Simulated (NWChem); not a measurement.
# One shape, several levels: C3H5F3 (SMILES CC(F)C(F)F)

We compute a comparison of 3 runs (HF/STO-3G, HF/3-21G, B3LYP/6-31G*) of C3H5F3. 

Program for the calculation: NWChem 7.3.0.

## 1. The molecule

C3H5F3 has 11 atoms, charge 0, and is taken as a singlet. SMILES: `CC(F)C(F)F`. Geometry: relaxed at PBE0-D4/def2-TZVP. This is one conformer, not always the lowest.

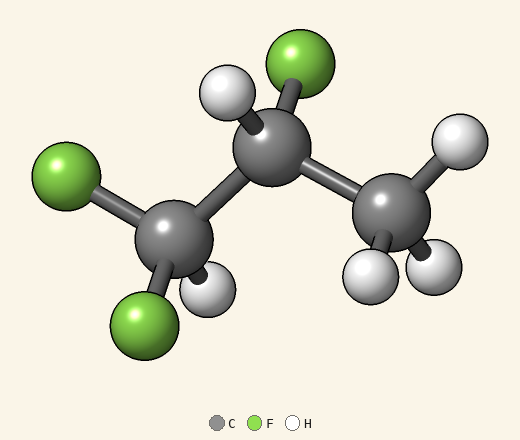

The structure, seen from a chosen angle (carbon grey, fluorine green, hydrogen white).

## 2. Energy and forces at HF/STO-3G (run 1)

run.py reads:

```python
from ase import Atoms
from ase.calculators.nwchem import NWChem

molecule = Atoms(['C', 'C', 'F', 'C', 'F', 'F', 'H', 'H', 'H', 'H', 'H'], positions=[
    [0.178400, -0.886500, 0.940600],
    [0.545100, 0.171400, -0.064600],
    [1.407700, -0.360300, -1.005800],
    [-0.653700, 0.700500, -0.826300],
    [-0.276800, 1.702500, -1.650000],
    [-1.553500, 1.208100, 0.053200],
    [1.081900, -1.265000, 1.419700],
    [-0.332200, -1.720900, 0.454500],
    [-0.476800, -0.471100, 1.707100],
    [1.049600, 1.022300, 0.406100],
    [-1.144400, -0.073800, -1.426300],
])

calc = NWChem(
    label='m1',
    theory='scf',
    memory='2200 mb',
    basis='STO-3G',
    basispar='spherical bse',
    scf={'nopen': '0', 'rhf': None, 'thresh': '1e-08', 'maxiter': '80'},
)
molecule.calc = calc

forces = molecule.get_forces()
print(f"energy = {molecule.get_potential_energy():.6f} eV")
print("forces (eV/A):")
for s, f in zip(molecule.symbols, forces):
    print(f"{s:2s} {f[0]:10.5f} {f[1]:10.5f} {f[2]:10.5f}")
print("dipole (e A):", molecule.get_dipole_moment().round(4))
```

Command:

```bash
$ export ASE_NWCHEM_COMMAND="nwchem PREFIX.nwi > PREFIX.nwo"
$ python run.py
```

The program printed:

```text
energy = -11135.910150 eV
forces (eV/A):
C    -0.48645   -1.16296    1.42768
C     2.12203   -0.07883   -0.54621
F     0.57912   -0.31434   -0.38541
C    -1.44501    0.07055   -0.34761
F     0.60066    1.37389   -1.18626
F    -1.23367    0.60925    1.02577
H    -0.22399    0.04319   -0.05764
H     0.14085    0.23983    0.13277
H     0.12336   -0.13457   -0.15154
H    -0.09940    0.13149    0.34000
H    -0.07749   -0.77760   -0.25151
dipole (e A): [-0.0408 -0.194   0.1985]
```

The calculator wrote m1.nwi:

```
title "m1"

permanent_dir m1

scratch_dir m1

start m1

geometry units angstrom nocenter noautosym noautoz
  C  1.7840000000000000e-01 -8.8649999999999995e-01 9.4059999999999999e-01
  C  5.4510000000000003e-01 1.7140000000000000e-01 -6.4600000000000005e-02
  F  1.4077000000000000e+00 -3.6030000000000001e-01 -1.0058000000000000e+00
  C  -6.5369999999999995e-01 7.0050000000000001e-01 -8.2630000000000003e-01
  F  -2.7679999999999999e-01 1.7024999999999999e+00 -1.6499999999999999e+00
  F  -1.5535000000000001e+00 1.2081000000000000e+00 5.3199999999999997e-02
  H  1.0819000000000001e+00 -1.2649999999999999e+00 1.4197000000000000e+00
  H  -3.3220000000000000e-01 -1.7209000000000001e+00 4.5450000000000002e-01
  H  -4.7680000000000000e-01 -4.7110000000000002e-01 1.7071000000000001e+00
  H  1.0496000000000001e+00 1.0223000000000000e+00 4.0610000000000002e-01
  H  -1.1444000000000001e+00 -7.3800000000000004e-02 -1.4262999999999999e+00
end

memory 2200 mb

basis spherical bse noprint
   * library STO-3G
end

scf
  nopen 0
  rhf
  thresh 1e-08
  maxiter 80
end

task scf gradient
```

m1.nwo:

```text
Northwest Computational Chemistry Package (NWChem) 7.3.0
             --------------------------------------------------------

           Job information
           ---------------

    nwchem branch   = 7.3.0
    use scalapack   = T
    input           = m1.nwi
    prefix          = m1.
    data base       = m1/m1.db
    status          = startup
    nproc           =        1

           Memory information
           ------------------

    heap     =     72089596 doubles =      550.0 Mbytes
    stack    =     72089601 doubles =      550.0 Mbytes
    global   =    144179200 doubles =     1100.0 Mbytes (distinct from heap & stack)
    total    =    288358397 doubles =     2200.0 Mbytes
    verify   = yes
    hardfail = no

[... 140 lines left out ...]
 Convergence threshold     :          1.000E-08
[... 12 lines left out ...]
       Final RHF  results
[... 3 lines left out ...]
      One-electron energy =  -1098.383706730349
[... 1 line left out ...]
 Nuclear repulsion energy =    265.205377509476
[... 43 lines left out ...]
                       ROHF Final Molecular Orbital Analysis
[... 255 lines left out ...]
                         RHF ENERGY GRADIENTS

    atom               coordinates                        gradient
                 x          y          z           x          y          z
   1 C       0.337127  -1.675242   1.777476    0.009460   0.022616  -0.027764
   2 C       1.030090   0.323899  -0.122076   -0.041267   0.001533   0.010622
   3 F       2.660167  -0.680868  -1.900686   -0.011262   0.006113   0.007495
[... 7 lines of this table left out ...]
  11 H      -2.162602  -0.139462  -2.695316    0.001507   0.015122   0.004891

                 ----------------------------------------
                 |  Time  |  1-e(secs)   |  2-e(secs)   |
                 ----------------------------------------
                 |  CPU   |       0.00   |       0.14   |
                 ----------------------------------------
                 |  WALL  |       0.00   |       0.14   |
                 ----------------------------------------

 Task  times  cpu:        1.7s     wall:        1.7s
 Total times  cpu:        1.7s     wall:        1.7s
```

Wall time 2.5 s (1 thread of AMD EPYC 9R45 (Zen 5), shared host); peak memory 0.1 GiB.

## 3. Energy and gradient at HF/3-21G (run 2)

run.py reads:

```python
from ase import Atoms
from ase.calculators.nwchem import NWChem

system = Atoms('CCFCFFHHHHH', positions=[
    [0.178400, -0.886500, 0.940600],
    [0.545100, 0.171400, -0.064600],
    [1.407700, -0.360300, -1.005800],
    [-0.653700, 0.700500, -0.826300],
    [-0.276800, 1.702500, -1.650000],
    [-1.553500, 1.208100, 0.053200],
    [1.081900, -1.265000, 1.419700],
    [-0.332200, -1.720900, 0.454500],
    [-0.476800, -0.471100, 1.707100],
    [1.049600, 1.022300, 0.406100],
    [-1.144400, -0.073800, -1.426300],
])

calc = NWChem(
    label='c3h5f3',
    theory='scf',
    memory='2200 mb',
    basis='3-21G',
    basispar='spherical bse',
    scf={'nopen': '0', 'rhf': None, 'thresh': '1e-08', 'maxiter': '80'},
)
system.calc = calc

forces = system.get_forces()
print("Total energy (eV):", round(system.get_potential_energy(), 6))
print("forces (eV/A):")
for s, f in zip(system.symbols, forces):
    print(f"{s:2s} {f[0]:10.5f} {f[1]:10.5f} {f[2]:10.5f}")
print("dipole (e A):", system.get_dipole_moment().round(4))
```

Command:

```bash
$ export ASE_NWCHEM_COMMAND="nwchem PREFIX.nwi > PREFIX.nwo"
$ python run.py
```

The program printed:

```text
Total energy (eV): -11226.828323
forces (eV/A):
C    -0.26040   -0.25341    0.47709
C    -0.17077    1.13823    0.52080
F     0.46686   -0.45874   -0.72582
C    -0.20229   -1.52724   -0.49669
F     0.43832    0.73698   -0.55680
F    -0.46881    0.20415    0.76927
H    -0.28040    0.06963   -0.16044
H     0.18723    0.22734    0.12928
H     0.19006   -0.10783   -0.29192
H    -0.40063   -0.42074   -0.14588
H     0.50080    0.39173    0.48110
dipole (e A): [-0.0798 -0.3337  0.3442]
```

The calculator wrote c3h5f3.nwi:

```
title "c3h5f3"

permanent_dir c3h5f3

scratch_dir c3h5f3

start c3h5f3

geometry units angstrom nocenter noautosym noautoz
  C  1.7840000000000000e-01 -8.8649999999999995e-01 9.4059999999999999e-01
  C  5.4510000000000003e-01 1.7140000000000000e-01 -6.4600000000000005e-02
  F  1.4077000000000000e+00 -3.6030000000000001e-01 -1.0058000000000000e+00
  C  -6.5369999999999995e-01 7.0050000000000001e-01 -8.2630000000000003e-01
  F  -2.7679999999999999e-01 1.7024999999999999e+00 -1.6499999999999999e+00
  F  -1.5535000000000001e+00 1.2081000000000000e+00 5.3199999999999997e-02
  H  1.0819000000000001e+00 -1.2649999999999999e+00 1.4197000000000000e+00
  H  -3.3220000000000000e-01 -1.7209000000000001e+00 4.5450000000000002e-01
  H  -4.7680000000000000e-01 -4.7110000000000002e-01 1.7071000000000001e+00
  H  1.0496000000000001e+00 1.0223000000000000e+00 4.0610000000000002e-01
  H  -1.1444000000000001e+00 -7.3800000000000004e-02 -1.4262999999999999e+00
end

memory 2200 mb

basis spherical bse noprint
   * library 3-21G
end

scf
  nopen 0
  rhf
  thresh 1e-08
  maxiter 80
end

task scf gradient
```

c3h5f3.nwo:

```text
Northwest Computational Chemistry Package (NWChem) 7.3.0
             --------------------------------------------------------

           Job information
           ---------------

    nwchem branch   = 7.3.0
    use scalapack   = T
    input           = c3h5f3.nwi
    prefix          = c3h5f3.
    data base       = c3h5f3/c3h5f3.db
    status          = startup
    nproc           =        1

           Memory information
           ------------------

    heap     =     72089596 doubles =      550.0 Mbytes
    stack    =     72089601 doubles =      550.0 Mbytes
    global   =    144179200 doubles =     1100.0 Mbytes (distinct from heap & stack)
    total    =    288358397 doubles =     2200.0 Mbytes
    verify   = yes
    hardfail = no

[... 140 lines left out ...]
 Convergence threshold     :          1.000E-08
[... 13 lines left out ...]
       Final RHF  results
[... 3 lines left out ...]
      One-electron energy =  -1098.724800906924
[... 1 line left out ...]
 Nuclear repulsion energy =    265.205377509476
[... 43 lines left out ...]
                       ROHF Final Molecular Orbital Analysis
[... 253 lines left out ...]
                         RHF ENERGY GRADIENTS

    atom               coordinates                        gradient
                 x          y          z           x          y          z
   1 C       0.337127  -1.675242   1.777476    0.005064   0.004928  -0.009278
   2 C       1.030090   0.323899  -0.122076    0.003321  -0.022135  -0.010128
   3 F       2.660167  -0.680868  -1.900686   -0.009079   0.008921   0.014115
[... 7 lines of this table left out ...]
  11 H      -2.162602  -0.139462  -2.695316   -0.009739  -0.007618  -0.009356

                 ----------------------------------------
                 |  Time  |  1-e(secs)   |  2-e(secs)   |
                 ----------------------------------------
                 |  CPU   |       0.00   |       0.21   |
                 ----------------------------------------
                 |  WALL  |       0.00   |       0.21   |
                 ----------------------------------------

 Task  times  cpu:        2.2s     wall:        2.2s
 Total times  cpu:        2.2s     wall:        2.2s
```

Run time: 3 s. Hardware: 1 thread of AMD EPYC 9R45 (Zen 5), shared host; peak memory 0.1 GiB.

## 4. Energy and gradient at B3LYP/6-31G(d) (Cartesian functions) (run 3)

run.py reads:

```python
from ase import Atoms
from ase.calculators.nwchem import NWChem

atoms = Atoms(['C', 'C', 'F', 'C', 'F', 'F', 'H', 'H', 'H', 'H', 'H'], positions=[
    [0.178400, -0.886500, 0.940600],
    [0.545100, 0.171400, -0.064600],
    [1.407700, -0.360300, -1.005800],
    [-0.653700, 0.700500, -0.826300],
    [-0.276800, 1.702500, -1.650000],
    [-1.553500, 1.208100, 0.053200],
    [1.081900, -1.265000, 1.419700],
    [-0.332200, -1.720900, 0.454500],
    [-0.476800, -0.471100, 1.707100],
    [1.049600, 1.022300, 0.406100],
    [-1.144400, -0.073800, -1.426300],
])

calc = NWChem(
    label='struct',
    theory='dft',
    memory='2200 mb',
    basis='6-31G*',
    dft={'xc': 'b3lyp', 'mult': '1', 'grid': 'fine', 'convergence': 'energy 1e-08', 'iterations': '100', 'mulliken': None},
)
atoms.calc = calc

forces = atoms.get_forces()
print("Total energy (eV):", round(atoms.get_potential_energy(), 6))
print("forces (eV/A):")
for s, f in zip(atoms.symbols, forces):
    print(f"{s:2s} {f[0]:10.5f} {f[1]:10.5f} {f[2]:10.5f}")
print("dipole (e A):", atoms.get_dipole_moment().round(4))
```

Command:

```bash
$ export ASE_NWCHEM_COMMAND="nwchem PREFIX.nwi > PREFIX.nwo"
$ python run.py
```

The program printed:

```text
Total energy (eV): -11342.884883
forces (eV/A):
C    -0.01666   -0.10680    0.20523
C    -0.02448    0.24734    0.06325
F     0.27099   -0.19618   -0.31702
C    -0.04283   -0.27243   -0.16810
F     0.22466    0.35265   -0.34653
F    -0.36443    0.13545    0.41369
H     0.08089   -0.07153    0.05754
H    -0.04659   -0.09662   -0.03882
H    -0.07389    0.01779    0.07878
H    -0.01800    0.06932    0.06279
H     0.01028   -0.07898   -0.01085
dipole (e A): [-0.0622 -0.2415  0.268 ]
```

The calculator wrote struct.nwi:

```
title "struct"

permanent_dir struct

scratch_dir struct

start struct

geometry units angstrom nocenter noautosym noautoz
  C  1.7840000000000000e-01 -8.8649999999999995e-01 9.4059999999999999e-01
  C  5.4510000000000003e-01 1.7140000000000000e-01 -6.4600000000000005e-02
  F  1.4077000000000000e+00 -3.6030000000000001e-01 -1.0058000000000000e+00
  C  -6.5369999999999995e-01 7.0050000000000001e-01 -8.2630000000000003e-01
  F  -2.7679999999999999e-01 1.7024999999999999e+00 -1.6499999999999999e+00
  F  -1.5535000000000001e+00 1.2081000000000000e+00 5.3199999999999997e-02
  H  1.0819000000000001e+00 -1.2649999999999999e+00 1.4197000000000000e+00
  H  -3.3220000000000000e-01 -1.7209000000000001e+00 4.5450000000000002e-01
  H  -4.7680000000000000e-01 -4.7110000000000002e-01 1.7071000000000001e+00
  H  1.0496000000000001e+00 1.0223000000000000e+00 4.0610000000000002e-01
  H  -1.1444000000000001e+00 -7.3800000000000004e-02 -1.4262999999999999e+00
end

memory 2200 mb

basis noprint
   * library 6-31G*
end

dft
  xc b3lyp
  mult 1
  grid fine
  convergence energy 1e-08
  iterations 100
  mulliken
end

task dft gradient
```

struct.nwo:

```text
Northwest Computational Chemistry Package (NWChem) 7.3.0
             --------------------------------------------------------

           Job information
           ---------------

    nwchem branch   = 7.3.0
    use scalapack   = T
    input           = struct.nwi
    prefix          = struct.
    data base       = struct/struct.db
    status          = startup
    nproc           =        1

           Memory information
           ------------------

    heap     =     72089596 doubles =      550.0 Mbytes
    stack    =     72089601 doubles =      550.0 Mbytes
    global   =    144179200 doubles =     1100.0 Mbytes (distinct from heap & stack)
    total    =    288358397 doubles =     2200.0 Mbytes
    verify   = yes
    hardfail = no

[... 111 lines left out ...]
  convergence criterion.
[... 40 lines left out ...]
          Spatial weights used:  Erf1
[... 74 lines left out ...]
         Total DFT energy =     -416.843334362976
[... 3 lines left out ...]
 Nuclear repulsion energy =      265.205377509476
[... 766 lines left out ...]
          Convergence on gradient requested:  5.00D-04
[... 27 lines left out ...]
          total energy or number of iterations.
[... 26 lines left out ...]
                         DFT ENERGY GRADIENTS

    atom               coordinates                        gradient
                 x          y          z           x          y          z
   1 C       0.337127  -1.675242   1.777476    0.000324   0.002077  -0.003991
   2 C       1.030090   0.323899  -0.122076    0.000476  -0.004810  -0.001230
   3 F       2.660167  -0.680868  -1.900686   -0.005270   0.003815   0.006165
[... 7 lines of this table left out ...]
  11 H      -2.162602  -0.139462  -2.695316   -0.000200   0.001536   0.000211

                 ----------------------------------------
                 |  Time  |  1-e(secs)   |  2-e(secs)   |
                 ----------------------------------------
                 |  CPU   |       0.01   |       1.17   |
                 ----------------------------------------
                 |  WALL  |       0.01   |       1.17   |
                 ----------------------------------------

 Task  times  cpu:       14.2s     wall:       14.2s
 Total times  cpu:       14.2s     wall:       14.2s
```

Wall time 15 s (1 thread of AMD EPYC 9R45 (Zen 5), shared host); peak memory 0.13 GiB.

## 5. The series

```tsv
run	level	Cartesian functions	iteration cap	energy (Eh)	dipole moment (D)	HOMO energy (eV)	LUMO energy (eV)	wall time
1	HF/STO-3G	no	80	-409.237153	1.35	-10.21	13.51	2.5 s
2	HF/3-21G	no	80	-412.578334	2.33	-13.33	7.08	3 s
3	B3LYP/6-31G* (Cartesian functions)	yes	100	-416.843334	1.76	-8.75	2.32	15 s
```

## 6. Outcome

| quantity | value |
| --- | --- |
| run 3: total energy | -416.84333 Eh |
| run 3: dipole moment | 1.76 D |
| run 3: HOMO energy | -8.75 eV |
| run 3: LUMO energy | 2.32 eV |
| run 3: HOMO–LUMO gap | 11.07 eV |
| run 3: largest force on an atom | 0.568 eV/Å |

In words: The dipole moment (its size) runs from 1.35 D (HF/STO-3G) to 2.33 D (HF/3-21G). The HOMO–LUMO gap runs from 11.07 eV (B3LYP/6-31G*) to 23.72 eV (HF/STO-3G). The two ends differ in method and basis. In run 1 the basis is minimal, so the values are rough. All runs together took 20 s, the longest 15 s.
